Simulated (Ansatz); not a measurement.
# Pt wire along [111], 19 atoms a period: bands along the axis

Wanted: the relaxed geometry and the bands of the Pt wire along [111], 19 atoms a period.

Program: Ansatz 0.2.0. Level of theory: DFT PBE, plane waves, PAW; relaxation of a wire's period; PAW set soft_1, in the first sound run; inputs show where later runs differ. Results are calculated unless marked as measured.

**1. Set-up**

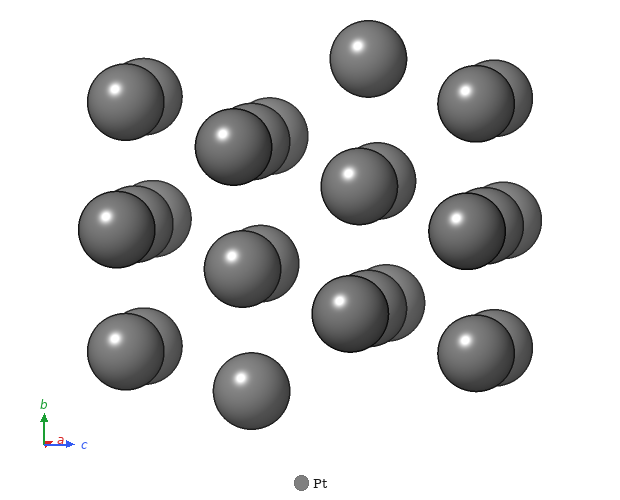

The starting structure, seen from the side, with the c axis across the page (platinum grey). Some periodic images of atoms are drawn too.

The cell holds 19 atoms: 19 Pt. Cell: a = 12.414 Å, b = 13.283 Å, c = 6.876 Å, α = 90.0°, β = 90.0°, γ = 90.0°. Vacuum lies along a and b. The structure's axis is c.

**2. Relaxation of atoms and period**

Band widths follow the bond lengths, so the wire is relaxed first. The atoms and the third cell vector are free; the box across stays fixed as vacuum. A Fermi-Dirac smearing is set since the result may be a metal. The pressure printed is a third of the stress's trace over the whole box, vacuum included; only the stress along the axis is relaxed.

File input.yaml:

```yaml
crystal:
  lattice:
    - [12.414, 0.0, 0.0]
    - [0.0, 13.283, 0.0]
    - [0.0, 0.0, 6.876241706]
  atoms:
    - { symbol: Pt, position: [0.386950778, 0.316974543, 0.0] }
    - { symbol: Pt, position: [0.500017232, 0.499999355, 0.0] }
    - { symbol: Pt, position: [0.613083686, 0.316974543, 0.0] }
    - { symbol: Pt, position: [0.72615014, 0.499999355, 0.0] }
    - { symbol: Pt, position: [0.273884324, 0.622015895, 0.333333333] }
    - { symbol: Pt, position: [0.386950778, 0.438991084, 0.333333333] }
    - { symbol: Pt, position: [0.500017232, 0.622015895, 0.333333333] }
    - { symbol: Pt, position: [0.500017232, 0.255966273, 0.333333333] }
    - { symbol: Pt, position: [0.613083686, 0.438991084, 0.333333333] }
    - { symbol: Pt, position: [0.72615014, 0.622015895, 0.333333333] }
    - { symbol: Pt, position: [0.273884324, 0.377982814, 0.666666667] }
    - { symbol: Pt, position: [0.386950778, 0.561007625, 0.666666667] }
    - { symbol: Pt, position: [0.500017232, 0.377982814, 0.666666667] }
    - { symbol: Pt, position: [0.500017232, 0.744032436, 0.666666667] }
    - { symbol: Pt, position: [0.613083686, 0.561007625, 0.666666667] }
    - { symbol: Pt, position: [0.72615014, 0.377982814, 0.666666667] }
    - { symbol: Pt, position: [0.273884324, 0.499999355, 0.0] }
    - { symbol: Pt, position: [0.386950778, 0.683024166, 0.0] }
    - { symbol: Pt, position: [0.613083686, 0.683024166, 0.0] }
kpoints:
  mp_grid: { grid: [1, 1, 12] }
scf:
  occupations: { method: fermi_dirac, width: 0.05 }
hamiltonian:
  xc: pbe
  pseudopotentials: { kind: paw, azcp: { folder: soft_1 } }
relax:
  cell: { fix: [a, b, alpha, beta, gamma] }
  max_steps: 45
  f_tol: 0.03
```

Run with:

```
$ ansatz run input.yaml --threads 4 --pin off --max-ram 16384MiB --backend cpu --events-out ev --progress --plain --runs-dir out
```

Numbers of over 12 decimals in the logs are rounded to 6 here.

What it wrote:

```text
Engine: ansatz 0.2.0, aarch64-unknown-linux-gnu
Pseudopotentials: kind: paw
Pseudopotential: Pt, paw, valence charge 18, recommended cutoff 420 eV (normal), soft_1/Pt.paw.azcp
Functional definition: PBE
  parameter kappa = 0.804
  parameter beta = 0.066725
  exchange = pbe_x(kappa = kappa, mu = beta*pi^2/3)
  correlation = pbe_c(beta = beta)
Crystal: 19 atoms, lattice volume = 1133.859 Å³
Basis set: ecut = 420 eV, 22159 PW (Γ), exchange–correlation on 180×180×96 points (8 copies of the dense FFT grid, shifted against one another)
Bands: 206, of which v1, the nominal top of the filled ones, is band 171 counted from 1 (170 counted from 0)
Symmetry: 4 space group operations
Space group: P2/m (ITA 10), of the structure as read, at distance tolerance 1.0e-4 Å
k-points: 7 of 12
Non-local potential: Pt, projectors of the file, l = 0: 3, l = 1: 2, l = 2: 2, l = 3: 1
PAW form: soft (Blöchl's): semilocal exchange-correlation on the pseudo side does not see the compensation charge
PAW one-centre angular grid: Pt, 590 points (default); XC on 64 Gauss nodes
Initial density: superposition of atomic densities (neutral atoms: chi_scale 0, normalization atom)
Initial wavefunctions: pseudopotential atomic-orbital guess
Functional: x = pbe(κ = 0.804, μ = 0.219515), c = pbe(β = 0.066725)
SCF iter   1: F=—  HF=-237953.015441 eV  |F-HF|=—  |Δ(HF+E_count)|=         —  Δρ=4.15e-2  dr2=2.19e1  ethr=3.10e-3  ⟨swp⟩=6.3  Hψ=5163  notcnv=0  defer=78
preconditioner: auto → LDOS  [metal: Δε(μ)=0.034 eV  Ē_g=5.501 eV  σ=0.050 eV  W_gap=0.17  n_scr=212 (ndim 8)  ℏωp=15.2 eV  f_vac=0.610  D(μ)=39.14/eV (n_scr^D=294)  β→1.0]
SCF iter   2: F=—  HF=-237952.931399 eV  |F-HF|=—  |Δ(HF+E_count)|=   8.40e-2  Δρ=3.38e-2  dr2=2.50e1  ethr=3.10e-3  ⟨swp⟩=3.0  Hψ=3753  notcnv=0  defer=112
SCF iter   3: F=—  HF=-237947.592797 eV  |F-HF|=—  |Δ(HF+E_count)|=    5.34e0  Δρ=1.05e-2  dr2=2.64e0  ethr=3.10e-3  ⟨swp⟩=2.1  Hψ=2833  notcnv=0  defer=115
SCF iter   4: F=—  HF=-237947.449788 eV  |F-HF|=—  |Δ(HF+E_count)|=   1.43e-1  Δρ=4.86e-3  dr2=1.23e0  ethr=7.71e-4  ⟨swp⟩=2.0  Hψ=2425  notcnv=0  defer=115
SCF iter   5: F=—  HF=-237947.392725 eV  |F-HF|=—  |Δ(HF+E_count)|=   5.71e-2  Δρ=3.85e-3  dr2=3.67e-1  ethr=3.59e-4  ⟨swp⟩=2.0  Hψ=2081  notcnv=0  defer=115
SCF iter   6: F=—  HF=-237947.373870 eV  |F-HF|=—  |Δ(HF+E_count)|=   1.89e-2  Δρ=1.95e-3  dr2=1.03e-1  ethr=1.07e-4  ⟨swp⟩=1.9  Hψ=1357  notcnv=0  defer=115
SCF iter   7: F=—  HF=-237947.371706 eV  |F-HF|=—  |Δ(HF+E_count)|=   2.16e-3  Δρ=1.35e-3  dr2=4.39e-2  ethr=3.01e-5  ⟨swp⟩=1.4  Hψ=1331  notcnv=0  defer=115
SCF iter   8: F=—  HF=-237947.370956 eV  |F-HF|=—  |Δ(HF+E_count)|=   7.50e-4  Δρ=7.50e-4  dr2=1.31e-2  ethr=1.28e-5  ⟨swp⟩=1.9  Hψ=1488  notcnv=0  defer=115
SCF iter   9: F=—  HF=-237947.369944 eV  |F-HF|=—  |Δ(HF+E_count)|=   1.01e-3  Δρ=4.65e-4  dr2=4.75e-3  ethr=3.84e-6  ⟨swp⟩=2.0  Hψ=1635  notcnv=0  defer=115
SCF iter  10: F=—  HF=-237947.369748 eV  |F-HF|=—  |Δ(HF+E_count)|=   1.96e-4  Δρ=2.18e-4  dr2=1.06e-3  ethr=1.39e-6  ⟨swp⟩=2.0  Hψ=1512  notcnv=0  defer=115
SCF iter  11: F=—  HF=-237947.369741 eV  |F-HF|=—  |Δ(HF+E_count)|=   6.46e-6  Δρ=8.86e-5  dr2=1.64e-4  ethr=3.09e-7  ⟨swp⟩=2.0  Hψ=1701  notcnv=0  defer=115
SCF iter  12: F=—  HF=-237947.369727 eV  |F-HF|=—  |Δ(HF+E_count)|=   1.44e-5  Δρ=3.12e-5  dr2=2.49e-5  ethr=4.79e-8  ⟨swp⟩=2.0  Hψ=2005  notcnv=0  defer=115
SCF iter  13: F=—  HF=-237947.370236 eV  |F-HF|=—  |Δ(HF+E_count)|=   5.09e-4  Δρ=1.55e-5  dr2=5.84e-6  ethr=7.27e-9  ⟨swp⟩=2.0  Hψ=2132  notcnv=0  defer=115
SCF iter  14: F=—  HF=-237947.370236 eV  |F-HF|=—  |Δ(HF+E_count)|=   3.53e-7  Δρ=5.05e-6  dr2=5.87e-7  ethr=1.71e-9  ⟨swp⟩=2.0  Hψ=2001  notcnv=0  defer=115
SCF iter  15: F=—  HF=-237947.370236 eV  |F-HF|=—  |Δ(HF+E_count)|=   3.64e-8  Δρ=2.27e-6  dr2=1.11e-7  ethr=1.72e-10  ⟨swp⟩=2.0  Hψ=1974  notcnv=0  defer=115
SCF iter  16: F=-237947.370236 eV  HF=-237947.370236 eV  |F-HF|=1.66e-8  |Δ(HF+E_count)|=   2.62e-8  Δρ=1.15e-6  dr2=2.67e-8  ethr=2.92e-11  ⟨swp⟩=4.0  Hψ=3974  notcnv=0
SCF 1 converged in 16 iterations: F = -237947.370236 eV  dr2 = 2.67e-8
  greatest PAW one-centre occupation: 1.000 electrons in one spin orbital (limit 2), on the Pt atom at site 1 (counted from 0), in its partial waves of l = 0
relax step   1: F+E_penalty+E_count = -237947.37023624 eV  Δ(F+E_penalty+E_count) = +0.000e0 eV  max|allowed force component| = 2.075e0 eV/Å  Δτ_max = 0.0000 Å  P = -4.043 GPa  Ω = 1133.859 Å³  fix = [a, b, alpha, beta, gamma]  reactions: a -3.171, b -3.228 GPa; alpha +0.009 GPa/rad  (16 SCF iters, dr2 threshold 1.00e-7 eV, accepted)
Crystal: 19 atoms, lattice volume = 1097.675 Å³
Basis set: ecut = 420 eV, 21479 PW (Γ), exchange–correlation on 180×180×96 points (8 copies of the dense FFT grid, shifted against one another)
Initial density: handed on by an earlier stage of this run
Initial wavefunctions: those handed on with the density
iter 1 solved again at ethr=1.41e-3 eV; its pass at ethr=3.10e-3 eV (dr2=4.83e0 eV) is discarded
SCF iter   1: F=—  HF=-237950.699394 eV  |F-HF|=—  |Δ(HF+E_count)|=         —  Δρ=1.75e-2  dr2=4.82e0  ethr=1.41e-3  ⟨swp⟩=2.7  Hψ=6754  notcnv=0
preconditioner: auto → LDOS  [metal: Δε(μ)=0.022 eV  Ē_g=5.981 eV  σ=0.050 eV  W_gap=0.11  n_scr=216 (ndim 8)  ℏωp=15.4 eV  f_vac=0.627  D(μ)=37.24/eV (n_scr^D=294)  β→1.0]
SCF iter   2: F=—  HF=-237950.341283 eV  |F-HF|=—  |Δ(HF+E_count)|=   3.58e-1  Δρ=8.46e-3  dr2=9.44e-1  ethr=1.41e-3  ⟨swp⟩=2.4  Hψ=2279  notcnv=0  defer=2
SCF iter   3: F=—  HF=-237950.288517 eV  |F-HF|=—  |Δ(HF+E_count)|=   5.28e-2  Δρ=6.04e-3  dr2=6.25e-1  ethr=2.76e-4  ⟨swp⟩=2.3  Hψ=2169  notcnv=0  defer=29
SCF iter   4: F=—  HF=-237950.225431 eV  |F-HF|=—  |Δ(HF+E_count)|=   6.31e-2  Δρ=2.42e-3  dr2=1.65e-1  ethr=1.83e-4  ⟨swp⟩=2.0  Hψ=1636  notcnv=0  defer=116
SCF iter   5: F=—  HF=-237950.216590 eV  |F-HF|=—  |Δ(HF+E_count)|=   8.84e-3  Δρ=9.18e-4  dr2=2.05e-2  ethr=4.82e-5  ⟨swp⟩=1.4  Hψ=1430  notcnv=0  defer=116
SCF iter   6: F=—  HF=-237950.216505 eV  |F-HF|=—  |Δ(HF+E_count)|=   8.52e-5  Δρ=4.04e-4  dr2=5.39e-3  ethr=5.98e-6  ⟨swp⟩=2.0  Hψ=1803  notcnv=0  defer=116
SCF iter   7: F=—  HF=-237950.216418 eV  |F-HF|=—  |Δ(HF+E_count)|=   8.67e-5  Δρ=1.45e-4  dr2=5.11e-4  ethr=1.58e-6  ⟨swp⟩=2.4  Hψ=1875  notcnv=0  defer=116
SCF iter   8: F=—  HF=-237950.216951 eV  |F-HF|=—  |Δ(HF+E_count)|=   5.33e-4  Δρ=5.55e-5  dr2=8.78e-5  ethr=1.49e-7  ⟨swp⟩=2.0  Hψ=1993  notcnv=0  defer=117
SCF iter   9: F=—  HF=-237950.216950 eV  |F-HF|=—  |Δ(HF+E_count)|=   1.07e-6  Δρ=2.74e-5  dr2=1.47e-5  ethr=2.57e-8  ⟨swp⟩=2.1  Hψ=1983  notcnv=0  defer=117
[...]
relax step   5: F+E_penalty+E_count = -237950.42344910 eV  Δ(F+E_penalty+E_count) = -9.445e-4 eV  max|allowed force component| = 1.907e-2 eV/Å  Δτ_max = 0.0056 Å  P = +0.040 GPa  Ω = 1102.399 Å³  energy of the carried Pulay correction = +3.589e-3 eV  fix = [a, b, alpha, beta, gamma]  reactions: a +0.032, b +0.026 GPa; alpha -0.001 GPa/rad  (10 SCF iters, dr2 threshold 1.16e-7 eV, accepted)
[...]
relax step   6: F+E_penalty+E_count = -237950.42357739 eV  Δ(F+E_penalty+E_count) = -1.283e-4 eV  max|allowed force component| = 6.220e-3 eV/Å  Δτ_max = 0.0016 Å  P = -0.000 GPa  Ω = 1102.842 Å³  energy of the carried Pulay correction = +3.538e-3 eV  fix = [a, b, alpha, beta, gamma]  reactions: a -0.002, b -0.008 GPa; alpha -0.000 GPa/rad  (9 SCF iters, dr2 threshold 9.30e-9 eV, accepted)
Basis set: ecut = 420 eV, 21559 PW (Γ), exchange–correlation on 180×180×90 points (8 copies of the dense FFT grid, shifted against one another)
Initial wavefunctions: pseudopotential atomic-orbital guess (no wavefunctions were taken with the density)
iter 1 solved again at ethr=1.90e-6 eV; its pass at ethr=3.10e-3 eV (dr2=6.49e-3 eV) is discarded
SCF iter   1: F=—  HF=-237950.417714 eV  |F-HF|=—  |Δ(HF+E_count)|=         —  Δρ=6.10e-5  dr2=7.23e-6  ethr=1.90e-6  ⟨swp⟩=5.3  Hψ=9902  notcnv=0
eigensolver tolerance schedule: the retry pair's looser diagonalisation over-reported the residual by 896.21 of it (diagonalisation noise at 1.22 of the residual, at the tolerance the schedule requests for it); recorded, not acted on — ethr = c·dr2/N_el stays at c = 1.0e-1
preconditioner: auto → LDOS  [metal: Δε(μ)=0.008 eV  Ē_g=6.053 eV  σ=0.050 eV  W_gap=0.04  n_scr=216 (ndim 8)  ℏωp=15.4 eV  f_vac=0.626  D(μ)=46.05/eV (n_scr^D=384)  β→1.0]
SCF iter   2: F=—  HF=-237950.418065 eV  |F-HF|=—  |Δ(HF+E_count)|=   3.50e-4  Δρ=1.89e-5  dr2=2.47e-6  ethr=2.11e-9  ⟨swp⟩=3.4  Hψ=3569  notcnv=0
SCF iter   3: F=—  HF=-237950.418064 eV  |F-HF|=—  |Δ(HF+E_count)|=   7.67e-7  Δρ=5.73e-6  dr2=4.10e-7  ethr=7.21e-10  ⟨swp⟩=2.6  Hψ=2572  notcnv=0
SCF iter   4: F=—  HF=-237950.418064 eV  |F-HF|=—  |Δ(HF+E_count)|=   8.86e-8  Δρ=1.60e-6  dr2=3.71e-8  ethr=1.20e-10  ⟨swp⟩=3.0  Hψ=2714  notcnv=0
SCF iter   5: F=—  HF=-237950.418064 eV  |F-HF|=—  |Δ(HF+E_count)|=   3.84e-9  Δρ=5.01e-7  dr2=3.68e-9  ethr=1.09e-11  ⟨swp⟩=2.1  Hψ=2314  notcnv=0
SCF iter   6: F=—  HF=-237950.418064 eV  |F-HF|=—  |Δ(HF+E_count)|=  4.37e-10  Δρ=2.61e-7  dr2=1.49e-9  ethr=1.08e-12  ⟨swp⟩=2.0  Hψ=2092  notcnv=0
SCF iter   7: F=—  HF=-237950.418064 eV  |F-HF|=—  |Δ(HF+E_count)|=    0.00e0  Δρ=1.52e-7  dr2=7.49e-10  ethr=1.00e-12  ⟨swp⟩=1.0  Hψ=1442  notcnv=0
SCF iter   8: F=-237950.418064 eV  HF=-237950.418064 eV  |F-HF|=1.75e-10  |Δ(HF+E_count)|=  5.82e-11  Δρ=7.47e-8  dr2=1.63e-10  ethr=1.00e-12  ⟨swp⟩=3.1  Hψ=4801  notcnv=0
SCF 7 converged in 8 iterations: F = -237950.418064 eV  dr2 = 1.63e-10
relax step   7: F+E_penalty+E_count = -237950.41806394 eV  Δ(F+E_penalty+E_count) = +5.513e-3 eV  max|allowed force component| = 6.543e-3 eV/Å  Δτ_max = 0.0000 Å  P = +0.008 GPa  Ω = 1102.842 Å³  fix = [a, b, alpha, beta, gamma]  reactions: a +0.004, b -0.002 GPa; alpha -0.000 GPa/rad  stress off target by 2.18e-2 GPa on what of the cell is left free  SCF on the basis re-selected at this cell (its energy is not comparable with the rows above)  (8 SCF iters)
basis re-selected at this cell: Δ(F+E_penalty+E_count) = +5.513e-3 eV, ΔP = +0.008 GPa vs the last step (what re-selecting the basis moved, of the pressure what is left beyond the Pulay correction that the steps carried, after the strain that the cell walked since its last selection, with what the two solves' SCF thresholds leave and, on support functions, any second-order correction that the steps lacked; it is no measure of the basis error at this ecutwfc). The dense FFT grid was sized anew with the basis: this SCF ran on 90×90×45 points, the steps before it on 90×90×48, so part of this shift can come from that change (see relax.cell in the input reference). [rest of the remark cut]
SCF converged after 8 iterations
Free energy (F): -237950.418064 eV
Harris-Foulkes:  -237950.418064 eV  (|F-HF|=1.75e-10)
Internal energy: -237950.055435 eV  (E = F + TS)
E sigma→0 (E₀):  -237950.236750 eV
Entropy (-TS):   -0.362628 eV (-19.086 meV/atom)
Fermi energy:    2.256160 eV
--- Per-component energies (eV) ---
  E_band       = -9461.758315
  E_kinetic    = 11337.120280
  E_local      = -198657.074247  (includes V_loc(G=0)·N_el)
  E_nonlocal   = 3884.050618
  E_hartree    = 92572.564972
  E_xc         = -4390.496972
  E_vxc        = -5121.655774  (∫ρ·V_xc dr)
  E_paw        = -180201.335316  (= ΣΔE_a)
  E_vpaw       = -6049.354153  (= ΣTr[D̂ρ^β])
  E_aug_tail   = 0.021162  (compensation charges beyond the density's cutoff)
  E_ewald      = 37505.094067
  E_smearing   = -0.362628  (= −TS)
  E_closure    = -0.000000  (closes the sum)
  Σ components = -237950.418064   (vs F -237950.418064, Δ=0.00e0)
--- Forces (eV/Å), atoms counted from 1 ---
  atom   1  Pt    -0.00003641     0.00148882    -0.00129251
  atom   2  Pt    -0.00000000     0.00000000     0.00000000
  atom   3  Pt     0.00003641     0.00148882    -0.00129251
  atom   4  Pt     0.00654263     0.00000000    -0.00000000
  atom   5  Pt    -0.00136334    -0.00054685    -0.00000843
  atom   6  Pt     0.00022122    -0.00012144    -0.00034121
  atom   7  Pt    -0.00000000     0.00190766     0.00199754
  atom   8  Pt    -0.00000000     0.00000086     0.00052135
  atom   9  Pt    -0.00022122    -0.00012144    -0.00034121
  atom  10  Pt     0.00136334    -0.00054685    -0.00000843
  atom  11  Pt    -0.00136334     0.00054685     0.00000843
  atom  12  Pt     0.00022122     0.00012144     0.00034121
  atom  13  Pt     0.00000000    -0.00190766    -0.00199754
  atom  14  Pt     0.00000000    -0.00000086    -0.00052135
  atom  15  Pt    -0.00022122     0.00012144     0.00034121
  atom  16  Pt     0.00136334     0.00054685     0.00000843
  atom  17  Pt    -0.00654263    -0.00000000     0.00000000
  atom  18  Pt    -0.00003641    -0.00148882     0.00129251
  atom  19  Pt     0.00003641    -0.00148882     0.00129251
  max |Σ_I F_I| component: 4.34e-19 eV/Å
--- Stress (GPa, compression-positive) ---
        0.003988      -0.000000      -0.000000
       -0.000000      -0.001947       0.000476
       -0.000000       0.000476       0.021808
  P = ⅓ Tr σ = 0.0079 GPa (0.079 kbar)
--- Relaxed structure (6 steps of the walk, 6 accepted, 1 SCFs on fresh bases) ---
  F+E_penalty+E_count = -237950.41806394 eV   max|allowed force component| = 6.543e-3 eV/Å   (the final SCF, on the basis selected at the relaxed cell)
  cell:  # Å, volume = 1102.8423 Å³
    - [12.414, 0, 0]
    - [0, 13.283, 0]
    - [0, 0, 6.688142]
  atoms:
    - { symbol: Pt, position: [0.389413, 0.321197, -0.000305924] }
    - { symbol: Pt, position: [0.500017, 0.500000, 0] }
    - { symbol: Pt, position: [0.610622, 0.321197, -0.000305924] }
    - { symbol: Pt, position: [0.721792, 0.500000, -8.235891569536968e-19] }
    - { symbol: Pt, position: [0.288233, 0.613982, 0.315139] }
    - { symbol: Pt, position: [0.376639, 0.433544, 0.340883] }
    - { symbol: Pt, position: [0.500017, 0.632800, 0.341390] }
    - { symbol: Pt, position: [0.500017, 0.271896, 0.314808] }
    - { symbol: Pt, position: [0.623395, 0.433544, 0.340883] }
    - { symbol: Pt, position: [0.711802, 0.613982, 0.315139] }
    - { symbol: Pt, position: [0.288233, 0.386018, 0.684861] }
    - { symbol: Pt, position: [0.376639, 0.566456, 0.659117] }
    - { symbol: Pt, position: [0.500017, 0.367200, 0.658610] }
    - { symbol: Pt, position: [0.500017, 0.728104, 0.685192] }
    - { symbol: Pt, position: [0.623395, 0.566456, 0.659117] }
    - { symbol: Pt, position: [0.711802, 0.386018, 0.684861] }
    - { symbol: Pt, position: [0.278243, 0.500000, 9.235874496031195e-19] }
    - { symbol: Pt, position: [0.389413, 0.678803, 0.000305924] }
    - { symbol: Pt, position: [0.610622, 0.678803, 0.000305924] }
```

Elapsed: 3.5 min, on 4 threads of Arm Neoverse V2, shared host; peak memory 4.1 GiB.

[end of part 1 of 2]

[Logs are printed without paths, hosts, clocks, repeated set-up lines and the standing remarks that a program may print on its own settings, such as how far it seeks lower states.]

[Hosts, paths, dates, database ids (printed as entryN), source tags and the programs' standing remarks are cut or masked in the printed files.]
